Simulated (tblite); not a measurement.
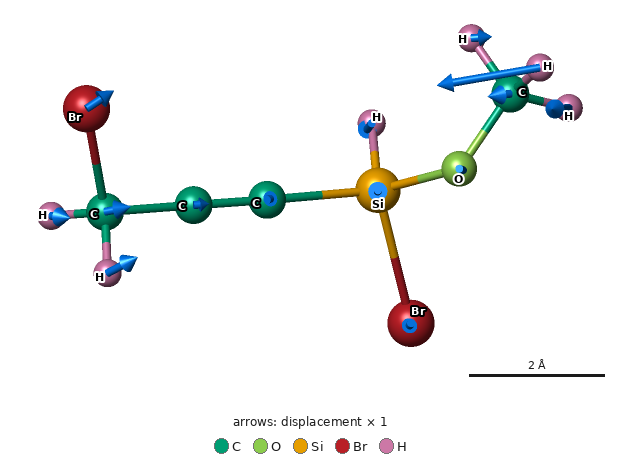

This is a relaxation of C4H6Br2OSi. The starting structure is drawn; blue arrows show the displacements, at their true length. The two geometries are superimposed by the best rigid fit.

A ball-and-stick model, seen from a free direction.

All numbers below come from GFN2-xTB geometry optimisation, gas phase in tblite. 

Q: What did the optimiser do to the structure, and how much energy did it gain?

A: The largest move after the best rigid fit is that of an H atom, 1.57 Å. Largest moves by element: H 1.57 Å, O 0.79 Å, Br 0.50 Å, Si 0.50 Å, C 0.42 Å. Near-neighbour distances that change, for instance: O–Si 1.698 → 1.609 Å, Br–Si 2.255 → 2.202 Å, C–C 1.472 → 1.434 Å, Br–C 1.949 → 1.981 Å. Among the angles between lasting bonds that change: C–O–Si 115.5° → 129.8°, O–Si–Br 107.2° → 100.9°, C–C–H 105.6° → 111.5°. Groups turn about C–O by about 100°, O–Si by about 65°. After 157 geometry steps the energy has fallen by 9.71 kcal/mol.
